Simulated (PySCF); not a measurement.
# SiH3O− (SMILES [O-][SiH3]) at BCCD(T)/STO-3G

Aim: the energy change on altering one bond length of SiH3O− at BCCD(T)/STO-3G, from 2 runs. 

The results are computed with PySCF 2.14.0.

11 further runs of the same task are left out: 2 that didn't finish, 9 set aside as unsound or not needed.

**1. The molecule**

SiH3O− has 5 atoms, charge -1, and is taken as a singlet. SMILES: `[O-][SiH3]`. The shape is that of a GFN2-xTB optimisation.

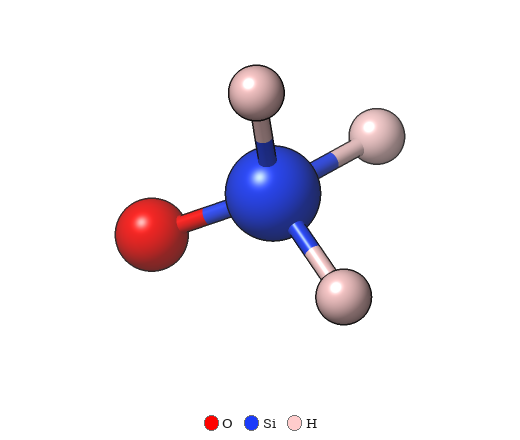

The structure, seen from a chosen angle (oxygen red, silicon blue, hydrogen pink).

**2. A single-point energy at BCCD(T)/STO-3G**

Contents of geometry.xyz:

```xyz
5

O     -1.444170     0.271390     0.700100
Si    -0.082700     0.015600     0.039800
H     -0.104440    -0.247420    -1.452600
H      0.697830    -1.174610     0.561420
H      0.933480     1.135040     0.151280
```

Contents of input.py:

```python
from pyscf import gto, scf, cc
from pyscf.cc.bccd import bccd_kernel_

mol = gto.M(
    atom='geometry.xyz',
    verbose=3,
    max_memory=1860,
    basis='sto-3g',
    charge=-1,
)

mf = scf.RHF(mol)
mf.conv_tol = 1e-10
mf.kernel()
if not mf.converged:
    mf = mf.newton().run(mf.mo_coeff, mf.mo_occ)

mycc = cc.CCSD(mf, frozen=6).run()
mycc = bccd_kernel_(mycc, diis=True)
e_t = mycc.ccsd_t()
energy = mycc.e_tot + e_t
print('E = %.10f Eh' % energy)
```

Started as:

```console
$ OMP_NUM_THREADS=1 python input.py
```

The log of the run:

```text
converged SCF energy = -360.930929590584
E(CCSD) = -361.0314948493626  E_corr = -0.100565258779093
BCCD loop starts.

[... 22 lines left out ...]
CCSD converged
[... 24 lines left out ...]
CCSD converged
[... 21 lines left out ...]
CCSD converged
[... 3 lines left out ...]
******** <class 'pyscf.cc.ccsd.CCSD'> ********
CC2 = 0
CCSD nocc = 7, nmo = 11
frozen orbitals 6
max_cycle = 50
direct = 0
conv_tol = 1e-07
conv_tol_normt = 1e-05
diis_space = 6
diis_start_cycle = 0
diis_start_energy_diff = 1e+09
Init E_corr(CCSD) = -0.105376745905919
cycle = 1  E_corr(CCSD) = -0.105377943717748  dE = -1.19781183e-06  norm(t1,t2) = 2.45026e-05
cycle = 2  E_corr(CCSD) = -0.10537771120567  dE = 2.32512078e-07  norm(t1,t2) = 4.52774e-06
cycle = 3  E_corr(CCSD) = -0.105377538723553  dE = 1.72482117e-07  norm(t1,t2) = 1.37393e-06
cycle = 4  E_corr(CCSD) = -0.105377493034703  dE = 4.56888499e-08  norm(t1,t2) = 3.02097e-07
CCSD converged
E(CCSD) = -361.029724667034  E_corr = -0.1053774930347034
BCC iter:    3  E:    -361.029724667034  dE:    8.820e-08  |t1|:    1.317e-06
CCSD(T) correction = -0.00796932002488527
E = -361.0376939871 Eh
```

Wall time 0.97 s (1 thread of Arm Neoverse V1, shared host); peak memory 0.1 GiB.

**3. The distorted shape, same level**

Contents of job.py:

```python
from pyscf import gto, scf, cc
from pyscf.cc.bccd import bccd_kernel_

mol = gto.M(
    atom=[
    ('O', (-2.257138, -0.624189, 0.610913)),
    ('Si', (-0.895668, -0.879979, -0.049387)),
    ('H', (-0.917408, -1.142999, -1.541787)),
    ('H', (-0.115138, -2.070189, 0.472233)),
    ('H', (0.933480, 1.135040, 0.151280)),
],
    verbose=3,
    max_memory=1860,
    basis='sto-3g',
    charge=-1,
    spin=0,
)

mf = scf.RHF(mol)
mf.conv_tol = 1e-10
mf.kernel()
if not mf.converged:
    mf = mf.newton().run(mf.mo_coeff, mf.mo_occ)

mycc = cc.CCSD(mf, frozen=6).run()
mycc = bccd_kernel_(mycc, diis=True)
e_t = mycc.ccsd_t()
energy = mycc.e_tot + e_t
print('Final energy', energy)
```

Started as:

```console
$ OMP_NUM_THREADS=1 python job.py
```

The log of the run:

```text
converged SCF energy = -360.753833669427
E(CCSD) = -360.9072643306668  E_corr = -0.1534306612398744
BCCD loop starts.

[... 24 lines left out ...]
CCSD converged
[... 27 lines left out ...]
CCSD converged
[... 24 lines left out ...]
CCSD converged
[... 23 lines left out ...]
CCSD converged
[... 3 lines left out ...]
******** <class 'pyscf.cc.ccsd.CCSD'> ********
CC2 = 0
CCSD nocc = 7, nmo = 11
frozen orbitals 6
max_cycle = 50
direct = 0
conv_tol = 1e-07
conv_tol_normt = 1e-05
diis_space = 6
diis_start_cycle = 0
diis_start_energy_diff = 1e+09
Init E_corr(CCSD) = -0.171727592182911
cycle = 1  E_corr(CCSD) = -0.17172691516866  dE = 6.77014251e-07  norm(t1,t2) = 7.57541e-05
cycle = 2  E_corr(CCSD) = -0.171727509771472  dE = -5.94602812e-07  norm(t1,t2) = 4.91991e-05
cycle = 3  E_corr(CCSD) = -0.1717274016352  dE = 1.08136272e-07  norm(t1,t2) = 4.0277e-05
cycle = 4  E_corr(CCSD) = -0.17172708609808  dE = 3.15537119e-07  norm(t1,t2) = 3.19487e-06
cycle = 5  E_corr(CCSD) = -0.171727128639438  dE = -4.25413575e-08  norm(t1,t2) = 1.2418e-06
CCSD converged
E(CCSD) = -360.905534134335  E_corr = -0.1717271286394379
BCC iter:    4  E:    -360.905534134335  dE:   -1.187e-06  |t1|:    2.086e-06
CCSD(T) correction = -0.0149166302160445
Final energy -360.92045076455094
```

Wall time 1.1 s (1 thread of Arm Neoverse V1, shared host); peak memory 0.1 GiB.

**4. Outcome**

Level: BCCD(T)/STO-3G, 6 core orbitals frozen.

| quantity | value |
| --- | --- |
| first shape: total energy | -361.03769 Eh |
| first shape: correlation energy (6 core orbitals frozen) | -106.8 mEh |
| first shape: (T) correction | -7.97 mEh |
| distorted shape: total energy | -360.92045 Eh |
| distorted shape: correlation energy (6 core orbitals frozen) | -166.6 mEh |
| distorted shape: (T) correction | -14.92 mEh |
| energy change with the Si2–H5 bond stretched from 1.516 to 2.729 Å | 3.190 eV |

With the Si2–H5 bond stretched from 1.516 to 2.729 Å the energy rises by 3.19 eV (308 kJ/mol). The first shape isn't relaxed at this level, so the change isn't measured from a minimum. The minimal basis adds a large error of its own. The triples (first shape) make up 7.5 % of the correlation energy. The triples (distorted shape) make up 9.0 % of the correlation energy.
